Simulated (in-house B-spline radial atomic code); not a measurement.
# Zr⁸⁺: excited configurations

Aim: the energies of several excited configurations of Zr⁸⁺ above a reference configuration, each from its own self-consistent run.

Method: Dirac-Hartree-Fock, average of configuration, Fermi nucleus, basis-set limit. Code: in-house B-spline radial atomic code version 1.

### Step 1. The system

| Item | Value |
| --- | --- |
| element | zirconium (Z = 40) |
| charge | +8 |
| electrons | 32 |
| configuration | [Ar] 3d10 4s2 4p2 |
| Hamiltonian | Dirac-Coulomb |
| nucleus | Fermi, rms radius 4.269 fm |

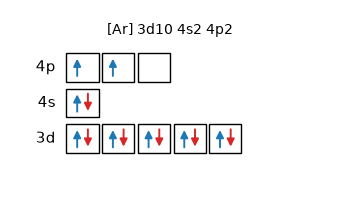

The shells outside the core, filled by Hund's rule for the drawing.

The boxes draw the filling by Hund's rule, which heavy ions in jj coupling don't follow; these runs average over all states of the configuration.

Settings, as recorded:

```ini
Z = 40
electrons = 32.0
configuration = [Ar] 3d10 4s2 4p2
hamiltonian = dirac
method = hf
spin_polarised = False
nucleus = fermi
rms_radius = 4.2694
mass_number = 90
atomic_mass = 89.904698755
speed_of_light = 137.035999084
```

The reference is known from an earlier run: -3578.900490 hartree in all. Up to eight levels, counted from the top:

| orbital | occupation | energy (eV) | <r> (bohr) |
| --- | --- | --- | --- |
| 3s1/2 | 2 | -581.98 | 0.4538 |
| 3p1/2 | 2 | -495.53 | 0.4517 |
| 3p3/2 | 4 | -481.12 | 0.4614 |
| 3d3/2 | 4 | -330.51 | 0.4446 |
| 3d5/2 | 6 | -327.90 | 0.4480 |
| 4s1/2 | 2 | -176.09 | 1.121 |
| 4p1/2 | 0.666667 | -152.57 | 1.188 |
| 4p3/2 | 1.33333 | -150.17 | 1.206 |

### Step 2. [Ar] 3d9 4s2 4p2 8f1

Settings, as recorded:

```ini
Z = 40
electrons = 32.0
configuration = [Ar] 3d9 4s2 4p2 8f1
hamiltonian = dirac
method = hf
spin_polarised = False
nucleus = fermi
rms_radius = 4.2694
mass_number = 90
atomic_mass = 89.904698755
speed_of_light = 137.035999084
```

### Step 3. Run with [Ar] 3d10 4s2 4p1 7s1

Settings: those of step 2 with these lines changed.

```diff
@@ -2,3 +2,3 @@
 electrons = 32.0
-configuration = [Ar] 3d9 4s2 4p2 8f1
+configuration = [Ar] 3d10 4s2 4p1 7s1
 hamiltonian = dirac
```

### Step 4. Run with [Ne] 3s2 3p5 3d10 4s2 4p2 5g1

Settings: those of step 3 with these lines changed.

```diff
@@ -2,3 +2,3 @@
 electrons = 32.0
-configuration = [Ar] 3d10 4s2 4p1 7s1
+configuration = [Ne] 3s2 3p5 3d10 4s2 4p2 5g1
 hamiltonian = dirac
```

### Step 5. Configuration [Ar] 3d10 4s1 4p2 5f1

Settings: those of step 4 with these lines changed.

```diff
@@ -2,3 +2,3 @@
 electrons = 32.0
-configuration = [Ne] 3s2 3p5 3d10 4s2 4p2 5g1
+configuration = [Ar] 3d10 4s1 4p2 5f1
 hamiltonian = dirac
```

### Step 6. Run with [Ar] 3d9 4s2 4p2 5p1

Settings: those of step 5 with these lines changed.

```diff
@@ -2,3 +2,3 @@
 electrons = 32.0
-configuration = [Ar] 3d10 4s1 4p2 5f1
+configuration = [Ar] 3d9 4s2 4p2 5p1
 hamiltonian = dirac
```

### Step 7. Configuration [Ar] 3d10 4s2 4p1 5d1

Settings: those of step 6 with these lines changed.

```diff
@@ -2,3 +2,3 @@
 electrons = 32.0
-configuration = [Ar] 3d9 4s2 4p2 5p1
+configuration = [Ar] 3d10 4s2 4p1 5d1
 hamiltonian = dirac
```

### Step 8. Run with [Ar] 3d9 4s2 4p2 7s1

Settings: those of step 7 with these lines changed.

```diff
@@ -2,3 +2,3 @@
 electrons = 32.0
-configuration = [Ar] 3d10 4s2 4p1 5d1
+configuration = [Ar] 3d9 4s2 4p2 7s1
 hamiltonian = dirac
```

### Step 9. Run with [Ar] 3d10 4s2 4p1 8g1

Settings: those of step 8 with these lines changed.

```diff
@@ -2,3 +2,3 @@
 electrons = 32.0
-configuration = [Ar] 3d9 4s2 4p2 7s1
+configuration = [Ar] 3d10 4s2 4p1 8g1
 hamiltonian = dirac
```

**Question.** How far above the reference does each configuration lie (order and size, in eV)?

As calculated:

| net move | configuration | energy above the reference (eV) | with Breit, QED, recoil (eV) | largest <r> (bohr) |
| --- | --- | --- | --- | --- |
| 4p → 5d | [Ar] 3d10 4s2 4p1 5d1 | 88.926 | 88.863 | 2.69 |
| 4p → 7s | [Ar] 3d10 4s2 4p1 7s1 | 115.46 | 115.40 | 5.25 |
| 4s → 5f | [Ar] 3d10 4s1 4p2 5f1 | 128.31 | 128.19 | 3.17 |
| 4p → 8g | [Ar] 3d10 4s2 4p1 8g1 | 133.32 | 133.25 | 9.47 |
| 3d → 5p | [Ar] 3d9 4s2 4p2 5p1 | 245.27 | 245.25 | 2.33 |
| 3d → 7s | [Ar] 3d9 4s2 4p2 7s1 | 287.78 | 287.75 | 5.20 |
| 3d → 8f | [Ar] 3d9 4s2 4p2 8f1 | 305.06 | 305.02 | 9.38 |
| 3p → 5g | [Ne] 3s2 3p5 3d10 4s2 4p2 5g1 | 436.46 | 436.05 | 3.00 |

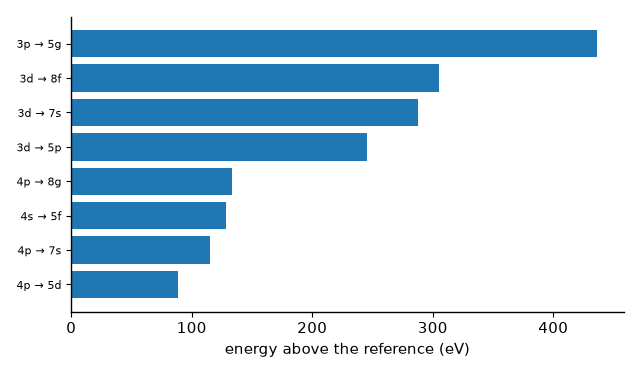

The configurations in order of energy, labelled by the net move of electrons.

Quantum defects of the promoted electron, δ = n − ζ/√(−2ε) with ζ = 9 and ε its orbital energy in hartree:

| promotion | δ |
| --- | --- |
| 4p → 5d | 0.775 |
| 4p → 7s | 1.404 |
| 4s → 5f | 0.178 |
| 4p → 8g | 0.026 |
| 3d → 5p | 1.242 |
| 3d → 7s | 1.430 |
| 3d → 8f | 0.226 |
| 3p → 5g | 0.018 |

What this shows: At the bottom stands 4p → 5d (88.926 eV), at the top 3p → 5g (436.46 eV). Koopmans' estimate of the ionisation threshold is 150.17 eV; 4 configurations exceed it by over 2 % and could autoionise. Of those tabulated, the defect is largest for 7s (1.43) and least for 5g (0.02): low angular momentum penetrates the core, high angular momentum stays outside it. Two partly filled shells share a symmetry and can mix in the average, which may lower the energy, for: 3d → 5p; 3p → 5g. These are averages over configurations, without correlation, not spectroscopic levels.
